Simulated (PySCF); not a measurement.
# CH₃BFN: NMR shifts at several levels of theory

How much do the NMR shifts of CH₃BFN (`C#[N+][BH2-]F`) depend on the level of theory, and what does each level cost?

Computed with PySCF 2.14.0, with density-fitted response routines of our own, on a single molecule in the gas phase. Atoms count from 0, in the outputs and in this text.

## (1) Starting geometry

7 atoms, charge 0, multiplicity 1; geometry from: PBE0-D3(BJ)/def2-SVP.

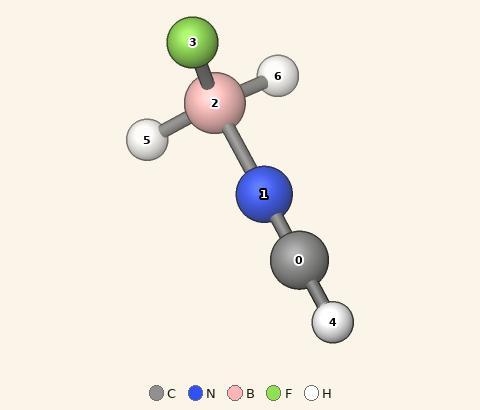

As it starts; carbon grey, nitrogen blue, boron pink, fluorine green, hydrogen white, atoms numbered.

## (2) Shielding tensors: HF/pcSseg-2

Job settings and geometry (Å):

```
{"job": {"kind": "nmr", "xc": "HF", "basis": "pcSseg-2", "pop": false}, "charge": 0, "multiplicity": 1}
C      1.254425     0.295516    -1.005568
N      0.407414     0.101609    -0.257658
B     -0.755151    -0.195845     0.821563
F     -1.871725     0.478037     0.376125
H      2.053506     0.476820    -1.710073
H     -0.244248     0.239848     1.849407
H     -0.817890    -1.421061     0.775035
```

Level: GIAO HF/pcSseg-2 NMR shielding, non-relativistic, gas phase.

Command:

```bash
> OMP_NUM_THREADS=1 python probes_run.py task.json out
```

One launch serves the whole session: the jobs run in the order shown.

Output:

```text
final grid: 61128 points
cycle   1  E = -218.1658002907  dE =  4.300e-01  |g| = 6.224e-01  |ddm| = 1.809e+00
cycle   2  E = -218.2461850645  dE = -8.038e-02  |g| = 4.007e-01  |ddm| = 5.000e-01
cycle   3  E = -218.2720620054  dE = -2.588e-02  |g| = 7.238e-02  |ddm| = 2.343e-01
cycle   4  E = -218.2735633467  dE = -1.501e-03  |g| = 3.802e-02  |ddm| = 8.121e-02
cycle   5  E = -218.2738732606  dE = -3.099e-04  |g| = 8.254e-03  |ddm| = 2.714e-02
cycle   6  E = -218.2738963769  dE = -2.312e-05  |g| = 2.772e-03  |ddm| = 7.067e-03
cycle   7  E = -218.2738989705  dE = -2.594e-06  |g| = 6.838e-04  |ddm| = 3.160e-03
cycle   8  E = -218.2738991403  dE = -1.698e-07  |g| = 1.554e-04  |ddm| = 8.570e-04
cycle   9  E = -218.2738991512  dE = -1.094e-08  |g| = 4.408e-05  |ddm| = 1.810e-04
cycle  10  E = -218.2738991535  dE = -2.316e-09  |g| = 2.423e-05  |ddm| = 5.820e-05
cycle  11  E = -218.2738991546  dE = -1.054e-09  |g| = 8.154e-06  |ddm| = 5.099e-05
cycle  12  E = -218.2738991547  dE = -1.059e-10  |g| = 1.261e-06  |ddm| = 1.963e-05
converged SCF energy = -218.2738991547

GIAO shielding tensors (ppm)
atom      isotropic    diamagn.    paramagn.     s11        s22        s33       span
  0 C       74.592     270.585    -195.993     -9.299     -6.103    239.178    248.478
  1 N       25.328     344.671    -319.344   -164.044   -142.417    382.444    546.488
  2 B      117.263     179.424     -62.160    106.109    114.353    131.327     25.218
  3 F      432.474     467.886     -35.412    380.875    382.652    533.895    153.020
  4 H       26.980      27.188      -0.208     22.715     22.840     35.384     12.669
  5 H       28.610      27.583       1.027     26.029     28.971     30.829      4.800
  6 H       28.612      27.758       0.853     26.032     28.971     30.832      4.800
```

It took 4.5 s on 1 thread of Arm Neoverse V1, shared host; peak memory 0.77 GiB.

The references, computed at this level on geometries of the same kind, shield at (ppm): ¹H TMS 31.68, ¹³C TMS 191.5, ¹⁹F CFCl3 245.3, ¹⁵N NH3 260.7, ¹¹B BF3·OEt2 114.5. Their shielding less the atom's gives the shift. The references are single molecules in the gas phase, so shifts against H2O, NH3, PH3, H3PO4 or CFCl3 are not on the usual liquid scales and can be off by tens of ppm. Atoms listed in one row are averaged.

```
 atoms                          environment  σ (ppm)  δ (ppm)
    C0                nitrilium-type carbon     74.6    116.9
    H4  hydrogen on a nitrilium-type carbon    26.98     4.70
H5, H6   hydrogen on a boron bonded to F, N    28.61     3.07
    N1     donor nitrogen of a Lewis adduct     25.3    235.4
    B2            boron bonded to F, N, 2 H    117.3     -2.7
    F3                 fluorine bonded to B    432.5   -187.2
```

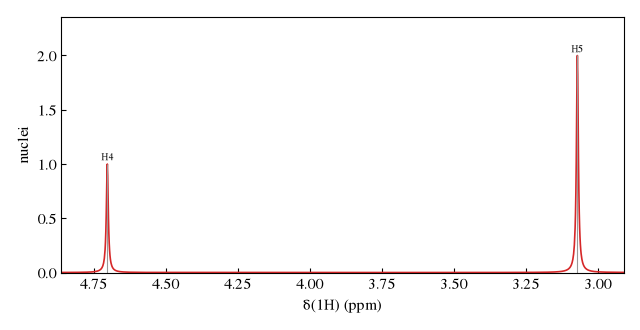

¹H lines at the computed shifts, without couplings. Lines are broadened to a width of 0.01 ppm (Lorentzian).

## (3) NMR shieldings: LDA/pcSseg-2

Settings changed since step 2:

```diff
@@ -1,2 +1,2 @@
-{"job": {"kind": "nmr", "xc": "HF", "basis": "pcSseg-2", "pop": false}, "charge": 0, "multiplicity": 1}
+{"job": {"kind": "nmr", "xc": "LDA", "basis": "pcSseg-2", "pop": false}, "charge": 0, "multiplicity": 1}
 C      1.254425     0.295516    -1.005568
```

With the program's defaults for keys left out, this is: GIAO LDA/pcSseg-2 NMR shielding, non-relativistic, gas phase.

Output:

```text
coarse grid: 6184 points
cycle   1  E = -217.6356328315  dE =  2.959e-01  |g| = 6.104e-01  |ddm| = 2.179e+00
cycle   2  E = -216.3139136925  dE =  1.322e+00  |g| = 2.535e+00  |ddm| = 2.024e+00
cycle   3  E = -217.6937804504  dE = -1.380e+00  |g| = 3.476e-01  |ddm| = 1.795e+00
cycle   4  E = -217.6985521823  dE = -4.772e-03  |g| = 3.330e-01  |ddm| = 3.032e-01
cycle   5  E = -217.7179083555  dE = -1.936e-02  |g| = 9.709e-02  |ddm| = 1.561e-01
cycle   6  E = -217.7203755386  dE = -2.467e-03  |g| = 1.791e-02  |ddm| = 6.936e-02
cycle   7  E = -217.7204185497  dE = -4.301e-05  |g| = 7.116e-03  |ddm| = 1.586e-02
cycle   8  E = -217.7204364241  dE = -1.787e-05  |g| = 8.599e-04  |ddm| = 7.583e-03
cycle   9  E = -217.7204366040  dE = -1.799e-07  |g| = 2.235e-04  |ddm| = 1.050e-03
final grid: 61128 points
cycle  10  E = -217.7182821295  dE = -9.568e-05  |g| = 6.889e-03  |ddm| = 4.162e-02
cycle  11  E = -217.7182631034  dE =  1.903e-05  |g| = 1.320e-02  |ddm| = 9.254e-03
cycle  12  E = -217.7182877394  dE = -2.464e-05  |g| = 2.134e-03  |ddm| = 6.760e-03
cycle  13  E = -217.7182877899  dE = -5.051e-08  |g| = 2.049e-03  |ddm| = 1.565e-03
cycle  14  E = -217.7182886540  dE = -8.640e-07  |g| = 1.262e-04  |ddm| = 9.143e-04
cycle  15  E = -217.7182886586  dE = -4.639e-09  |g| = 4.341e-05  |ddm| = 1.516e-04
cycle  16  E = -217.7182886592  dE = -5.431e-10  |g| = 5.490e-06  |ddm| = 3.872e-05
converged SCF energy = -217.7182886592

GIAO shielding tensors (ppm)
atom      isotropic    diamagn.    paramagn.     s11        s22        s33       span
  0 C       60.026     267.086    -207.060    -10.214     -8.853    199.147    209.362
  1 N       -3.047     338.147    -341.195   -189.155   -159.415    339.429    528.584
  2 B       98.626     185.132     -86.506     84.563     89.637    121.677     37.114
  3 F      417.331     466.217     -48.885    313.933    359.139    578.922    264.989
  4 H       25.779      27.920      -2.140     22.262     23.031     32.046      9.784
  5 H       26.496      26.962      -0.465     24.124     27.034     28.331      4.206
  6 H       26.499      27.077      -0.578     24.130     27.033     28.336      4.206
```

It took 12 s on 1 thread of Arm Neoverse V1, shared host; peak memory 0.77 GiB.

In short: δ C0 120.3, N1 269.7, B2 -7.7, F3 -279.1, H4 4.99, H5 4.27 ppm (means over like atoms).

## (4) Nuclear shieldings: PBE/pcSseg-2

Settings changed since step 3:

```diff
@@ -1,2 +1,2 @@
-{"job": {"kind": "nmr", "xc": "LDA", "basis": "pcSseg-2", "pop": false}, "charge": 0, "multiplicity": 1}
+{"job": {"kind": "nmr", "xc": "PBE", "basis": "pcSseg-2", "pop": false}, "charge": 0, "multiplicity": 1}
 C      1.254425     0.295516    -1.005568
```

Level: GIAO PBE/pcSseg-2 NMR shielding, non-relativistic, gas phase.

Output:

```text
coarse grid: 6184 points
cycle   1  E = -219.1059503870  dE =  3.102e-01  |g| = 6.262e-01  |ddm| = 1.812e+00
cycle   2  E = -217.7130881333  dE =  1.393e+00  |g| = 2.616e+00  |ddm| = 2.130e+00
cycle   3  E = -219.1646483885  dE = -1.452e+00  |g| = 3.593e-01  |ddm| = 1.901e+00
cycle   4  E = -219.1685571039  dE = -3.909e-03  |g| = 3.492e-01  |ddm| = 3.143e-01
cycle   5  E = -219.1903601582  dE = -2.180e-02  |g| = 9.502e-02  |ddm| = 1.646e-01
cycle   6  E = -219.1927278090  dE = -2.368e-03  |g| = 1.702e-02  |ddm| = 6.886e-02
cycle   7  E = -219.1927694796  dE = -4.167e-05  |g| = 6.588e-03  |ddm| = 1.586e-02
cycle   8  E = -219.1927842303  dE = -1.475e-05  |g| = 8.349e-04  |ddm| = 7.220e-03
cycle   9  E = -219.1927844087  dE = -1.784e-07  |g| = 2.257e-04  |ddm| = 1.037e-03
final grid: 61128 points
cycle  10  E = -219.1963590786  dE = -1.201e-04  |g| = 6.740e-03  |ddm| = 4.938e-02
cycle  11  E = -219.1963496352  dE =  9.443e-06  |g| = 9.792e-03  |ddm| = 1.181e-02
cycle  12  E = -219.1963659544  dE = -1.632e-05  |g| = 3.124e-03  |ddm| = 7.174e-03
cycle  13  E = -219.1963674682  dE = -1.514e-06  |g| = 1.463e-03  |ddm| = 1.969e-03
cycle  14  E = -219.1963679154  dE = -4.472e-07  |g| = 3.470e-04  |ddm| = 7.715e-04
cycle  15  E = -219.1963679396  dE = -2.418e-08  |g| = 7.747e-05  |ddm| = 2.395e-04
cycle  16  E = -219.1963679412  dE = -1.625e-09  |g| = 1.467e-05  |ddm| = 8.118e-05
cycle  17  E = -219.1963679413  dE = -6.310e-11  |g| = 1.810e-06  |ddm| = 1.505e-05
converged SCF energy = -219.1963679413

GIAO shielding tensors (ppm)
atom      isotropic    diamagn.    paramagn.     s11        s22        s33       span
  0 C       66.653     266.196    -199.543     -4.401     -3.787    208.146    212.548
  1 N        4.968     335.299    -330.331   -176.766   -150.437    342.106    518.872
  2 B      100.120     185.142     -85.022     87.037     91.606    121.718     34.681
  3 F      410.277     467.058     -56.781    321.035    350.448    559.349    238.314
  4 H       26.271      28.338      -2.068     22.576     23.291     32.946     10.370
  5 H       27.080      27.461      -0.381     24.699     27.650     28.892      4.193
  6 H       27.083      27.607      -0.524     24.704     27.649     28.896      4.193
```

It took 15 s on 1 thread of Arm Neoverse V1, shared host; peak memory 0.7 GiB.

In short: δ C0 112.7, N1 256.1, B2 -7.4, F3 -267.3, H4 4.91, H5 4.10 ppm (means over like atoms).

## (5) Shielding tensors: BLYP/pcSseg-2

Settings changed since step 4:

```diff
@@ -1,2 +1,2 @@
-{"job": {"kind": "nmr", "xc": "PBE", "basis": "pcSseg-2", "pop": false}, "charge": 0, "multiplicity": 1}
+{"job": {"kind": "nmr", "xc": "BLYP", "basis": "pcSseg-2", "pop": false}, "charge": 0, "multiplicity": 1}
 C      1.254425     0.295516    -1.005568
```

Method: GIAO BLYP/pcSseg-2 NMR shielding, non-relativistic, gas phase.

Output:

```text
coarse grid: 6184 points
cycle   1  E = -219.3102173714  dE =  3.082e-01  |g| = 6.681e-01  |ddm| = 1.778e+00
cycle   2  E = -217.7663332587  dE =  1.544e+00  |g| = 2.783e+00  |ddm| = 2.338e+00
cycle   3  E = -219.3700823804  dE = -1.604e+00  |g| = 3.983e-01  |ddm| = 2.112e+00
cycle   4  E = -219.3756730411  dE = -5.591e-03  |g| = 3.817e-01  |ddm| = 3.462e-01
cycle   5  E = -219.4015588933  dE = -2.589e-02  |g| = 1.013e-01  |ddm| = 1.786e-01
cycle   6  E = -219.4042657572  dE = -2.707e-03  |g| = 1.821e-02  |ddm| = 7.534e-02
cycle   7  E = -219.4043151221  dE = -4.936e-05  |g| = 6.612e-03  |ddm| = 1.704e-02
cycle   8  E = -219.4043300687  dE = -1.495e-05  |g| = 9.297e-04  |ddm| = 7.653e-03
cycle   9  E = -219.4043303015  dE = -2.328e-07  |g| = 2.552e-04  |ddm| = 1.204e-03
final grid: 61128 points
cycle  10  E = -219.4091207844  dE = -1.093e-04  |g| = 5.661e-03  |ddm| = 4.739e-02
cycle  11  E = -219.4091124953  dE =  8.289e-06  |g| = 8.916e-03  |ddm| = 9.055e-03
cycle  12  E = -219.4091258642  dE = -1.337e-05  |g| = 1.383e-03  |ddm| = 5.802e-03
cycle  13  E = -219.4091260260  dE = -1.618e-07  |g| = 7.518e-04  |ddm| = 1.101e-03
cycle  14  E = -219.4091261290  dE = -1.030e-07  |g| = 3.243e-04  |ddm| = 4.931e-04
cycle  15  E = -219.4091261501  dE = -2.113e-08  |g| = 9.044e-05  |ddm| = 1.965e-04
cycle  16  E = -219.4091261521  dE = -1.956e-09  |g| = 1.405e-05  |ddm| = 6.508e-05
cycle  17  E = -219.4091261521  dE = -5.554e-11  |g| = 1.709e-06  |ddm| = 1.529e-05
converged SCF energy = -219.4091261521

GIAO shielding tensors (ppm)
atom      isotropic    diamagn.    paramagn.     s11        s22        s33       span
  0 C       65.205     265.014    -199.810     -7.194     -6.671    209.479    216.674
  1 N        1.520     333.445    -331.925   -182.480   -156.445    343.485    525.965
  2 B       98.105     183.536     -85.431     84.881     90.290    119.144     34.264
  3 F      407.702     467.794     -60.092    322.919    348.628    551.560    228.641
  4 H       26.496      28.347      -1.850     22.819     23.494     33.177     10.358
  5 H       27.380      27.746      -0.366     25.005     27.992     29.143      4.138
  6 H       27.383      27.873      -0.490     25.011     27.990     29.148      4.138
```

Run time: 15 s. Hardware: 1 thread of Arm Neoverse V1, shared host; peak memory 0.7 GiB.

This run: δ C0 109.8, N1 256.0, B2 -7.0, F3 -264.6, H4 4.88, H5 3.99 ppm (means over like atoms).

## (6) Shielding tensors: BP86/pcSseg-2

Settings changed since step 5:

```diff
@@ -1,2 +1,2 @@
-{"job": {"kind": "nmr", "xc": "BLYP", "basis": "pcSseg-2", "pop": false}, "charge": 0, "multiplicity": 1}
+{"job": {"kind": "nmr", "xc": "BP86", "basis": "pcSseg-2", "pop": false}, "charge": 0, "multiplicity": 1}
 C      1.254425     0.295516    -1.005568
```

Level: GIAO BP86/pcSseg-2 NMR shielding, non-relativistic, gas phase.

Output:

```text
coarse grid: 6184 points
cycle   1  E = -219.3558565619  dE =  3.118e-01  |g| = 6.363e-01  |ddm| = 1.795e+00
cycle   2  E = -217.9296346669  dE =  1.426e+00  |g| = 2.652e+00  |ddm| = 2.066e+00
cycle   3  E = -219.4147155880  dE = -1.485e+00  |g| = 3.700e-01  |ddm| = 1.846e+00
cycle   4  E = -219.4187070761  dE = -3.991e-03  |g| = 3.576e-01  |ddm| = 3.170e-01
cycle   5  E = -219.4416741162  dE = -2.297e-02  |g| = 9.444e-02  |ddm| = 1.675e-01
cycle   6  E = -219.4440479145  dE = -2.374e-03  |g| = 1.786e-02  |ddm| = 7.011e-02
cycle   7  E = -219.4440945784  dE = -4.666e-05  |g| = 6.452e-03  |ddm| = 1.584e-02
cycle   8  E = -219.4441088537  dE = -1.428e-05  |g| = 7.867e-04  |ddm| = 6.994e-03
cycle   9  E = -219.4441090138  dE = -1.601e-07  |g| = 2.233e-04  |ddm| = 1.026e-03
final grid: 61128 points
cycle  10  E = -219.4461167522  dE = -1.066e-04  |g| = 8.605e-03  |ddm| = 5.546e-02
cycle  11  E = -219.4460915275  dE =  2.522e-05  |g| = 1.570e-02  |ddm| = 1.229e-02
cycle  12  E = -219.4461265538  dE = -3.503e-05  |g| = 1.253e-03  |ddm| = 8.297e-03
cycle  13  E = -219.4461267098  dE = -1.560e-07  |g| = 7.766e-04  |ddm| = 1.037e-03
cycle  14  E = -219.4461268382  dE = -1.284e-07  |g| = 3.520e-04  |ddm| = 4.503e-04
cycle  15  E = -219.4461268469  dE = -8.638e-09  |g| = 5.194e-05  |ddm| = 2.204e-04
cycle  16  E = -219.4461268476  dE = -6.892e-10  |g| = 1.669e-05  |ddm| = 5.512e-05
converged SCF energy = -219.4461268476

GIAO shielding tensors (ppm)
atom      isotropic    diamagn.    paramagn.     s11        s22        s33       span
  0 C       66.983     266.995    -200.012     -4.335     -3.799    209.083    213.418
  1 N        6.173     334.553    -328.380   -175.300   -148.740    342.559    517.859
  2 B      100.640     185.100     -84.459     87.644     92.212    122.065     34.421
  3 F      412.179     466.571     -54.392    323.892    353.612    559.033    235.140
  4 H       26.325      28.011      -1.686     22.624     23.322     33.030     10.406
  5 H       27.172      27.621      -0.449     24.786     27.748     28.982      4.196
  6 H       27.175      27.768      -0.593     24.791     27.747     28.987      4.195
```

It took 14 s on 1 thread of Arm Neoverse V1, shared host; peak memory 0.7 GiB.

In short: δ C0 112.2, N1 253.1, B2 -7.3, F3 -268.2, H4 4.91, H5 4.06 ppm (means over like atoms).

## (7) Nuclear shieldings: OPBE/pcSseg-2

Settings changed since step 6:

```diff
@@ -1,2 +1,2 @@
-{"job": {"kind": "nmr", "xc": "BP86", "basis": "pcSseg-2", "pop": false}, "charge": 0, "multiplicity": 1}
+{"job": {"kind": "nmr", "xc": "OPBE", "basis": "pcSseg-2", "pop": false}, "charge": 0, "multiplicity": 1}
 C      1.254425     0.295516    -1.005568
```

Method: GIAO OPBE/pcSseg-2 NMR shielding, non-relativistic, gas phase.

Output:

```text
coarse grid: 6184 points
cycle   1  E = -219.2368266720  dE =  3.168e-01  |g| = 6.412e-01  |ddm| = 1.832e+00
cycle   2  E = -217.2934012673  dE =  1.943e+00  |g| = 3.035e+00  |ddm| = 2.325e+00
cycle   3  E = -219.2823275149  dE = -1.989e+00  |g| = 4.596e-01  |ddm| = 2.132e+00
cycle   4  E = -219.2919535400  dE = -9.626e-03  |g| = 4.201e-01  |ddm| = 3.643e-01
cycle   5  E = -219.3256797480  dE = -3.373e-02  |g| = 8.561e-02  |ddm| = 1.924e-01
cycle   6  E = -219.3277619735  dE = -2.082e-03  |g| = 1.742e-02  |ddm| = 6.934e-02
cycle   7  E = -219.3278103756  dE = -4.840e-05  |g| = 7.029e-03  |ddm| = 1.746e-02
cycle   8  E = -219.3278246298  dE = -1.425e-05  |g| = 9.446e-04  |ddm| = 6.863e-03
cycle   9  E = -219.3278248687  dE = -2.389e-07  |g| = 2.428e-04  |ddm| = 1.143e-03
final grid: 61128 points
cycle  10  E = -219.3242792651  dE = -2.271e-04  |g| = 1.965e-02  |ddm| = 9.374e-02
cycle  11  E = -219.3241736754  dE =  1.056e-04  |g| = 3.272e-02  |ddm| = 3.277e-02
cycle  12  E = -219.3243370629  dE = -1.634e-04  |g| = 4.008e-03  |ddm| = 2.053e-02
cycle  13  E = -219.3243397033  dE = -2.640e-06  |g| = 1.969e-03  |ddm| = 2.819e-03
cycle  14  E = -219.3243405276  dE = -8.243e-07  |g| = 4.324e-04  |ddm| = 1.009e-03
cycle  15  E = -219.3243405689  dE = -4.135e-08  |g| = 4.414e-05  |ddm| = 3.171e-04
cycle  16  E = -219.3243405694  dE = -4.461e-10  |g| = 1.948e-05  |ddm| = 5.081e-05
converged SCF energy = -219.3243405694

GIAO shielding tensors (ppm)
atom      isotropic    diamagn.    paramagn.     s11        s22        s33       span
  0 C       74.060     267.999    -193.940      4.317      5.048    212.814    208.497
  1 N       16.836     339.118    -322.282   -157.903   -132.962    341.374    499.277
  2 B      104.554     186.640     -82.085     92.195     96.186    125.282     33.087
  3 F      411.000     467.653     -56.653    330.675    350.504    551.821    221.146
  4 H       26.275      28.908      -2.633     22.444     23.186     33.195     10.752
  5 H       27.145      27.358      -0.213     24.757     27.683     28.995      4.238
  6 H       27.148      27.560      -0.412     24.762     27.682     29.000      4.238
```

Wall time 14 s (1 thread of Arm Neoverse V1, shared host); peak memory 0.7 GiB.

This run: δ C0 110.4, N1 246.0, B2 -6.8, F3 -255.9, H4 4.92, H5 4.05 ppm (means over like atoms).

## (8) Nuclear shieldings: KT2/pcSseg-2

Settings changed since step 7:

```diff
@@ -1,2 +1,2 @@
-{"job": {"kind": "nmr", "xc": "OPBE", "basis": "pcSseg-2", "pop": false}, "charge": 0, "multiplicity": 1}
+{"job": {"kind": "nmr", "xc": "KT2", "basis": "pcSseg-2", "pop": false}, "charge": 0, "multiplicity": 1}
 C      1.254425     0.295516    -1.005568
```

With the program's defaults for keys left out, this is: GIAO KT2/pcSseg-2 NMR shielding, non-relativistic, gas phase.

Output:

```text
coarse grid: 6184 points
cycle   1  E = -222.6672409486  dE =  3.535e-01  |g| = 7.565e-01  |ddm| = 1.947e+00
cycle   2  E = -219.0172509330  dE =  3.650e+00  |g| = 3.943e+00  |ddm| = 2.962e+00
cycle   3  E = -222.6893197500  dE = -3.672e+00  |g| = 6.582e-01  |ddm| = 2.850e+00
cycle   4  E = -222.7238469218  dE = -3.453e-02  |g| = 5.321e-01  |ddm| = 5.069e-01
cycle   5  E = -222.7797708314  dE = -5.592e-02  |g| = 9.407e-02  |ddm| = 2.495e-01
cycle   6  E = -222.7824583204  dE = -2.687e-03  |g| = 2.324e-02  |ddm| = 9.029e-02
cycle   7  E = -222.7825490544  dE = -9.073e-05  |g| = 6.602e-03  |ddm| = 2.152e-02
cycle   8  E = -222.7825625710  dE = -1.352e-05  |g| = 9.450e-04  |ddm| = 7.197e-03
cycle   9  E = -222.7825628226  dE = -2.516e-07  |g| = 2.406e-04  |ddm| = 1.251e-03
final grid: 61128 points
cycle  10  E = -222.7873056169  dE = -2.500e-04  |g| = 2.704e-02  |ddm| = 2.221e-01
cycle  11  E = -222.7870085406  dE =  2.971e-04  |g| = 5.149e-02  |ddm| = 3.885e-02
cycle  12  E = -222.7874098407  dE = -4.013e-04  |g| = 3.967e-03  |ddm| = 2.676e-02
cycle  13  E = -222.7874115629  dE = -1.722e-06  |g| = 2.876e-03  |ddm| = 3.129e-03
cycle  14  E = -222.7874133719  dE = -1.809e-06  |g| = 3.930e-04  |ddm| = 1.580e-03
cycle  15  E = -222.7874134126  dE = -4.068e-08  |g| = 6.592e-05  |ddm| = 3.935e-04
cycle  16  E = -222.7874134137  dE = -1.122e-09  |g| = 3.345e-05  |ddm| = 1.001e-04
cycle  17  E = -222.7874134141  dE = -3.512e-10  |g| = 3.142e-06  |ddm| = 3.519e-05
converged SCF energy = -222.7874134141

GIAO shielding tensors (ppm)
atom      isotropic    diamagn.    paramagn.     s11        s22        s33       span
  0 C       76.972     266.515    -189.543      8.616      8.775    213.525    204.909
  1 N       21.721     327.262    -305.541   -152.131   -128.351    345.644    497.775
  2 B      104.380     187.138     -82.757     91.621     96.728    124.792     33.171
  3 F      406.694     466.992     -60.298    324.298    342.416    553.368    229.070
  4 H       26.054      27.134      -1.079     22.113     22.852     33.198     11.085
  5 H       27.136      27.591      -0.455     24.724     27.691     28.995      4.271
  6 H       27.139      27.789      -0.649     24.729     27.690     28.999      4.271
```

It took 15 s on 1 thread of Arm Neoverse V1, shared host; peak memory 0.7 GiB.

This run: δ C0 105.3, N1 238.4, B2 -6.1, F3 -270.3, H4 5.12, H5 4.04 ppm (means over like atoms).

[end of part 1 of 2]
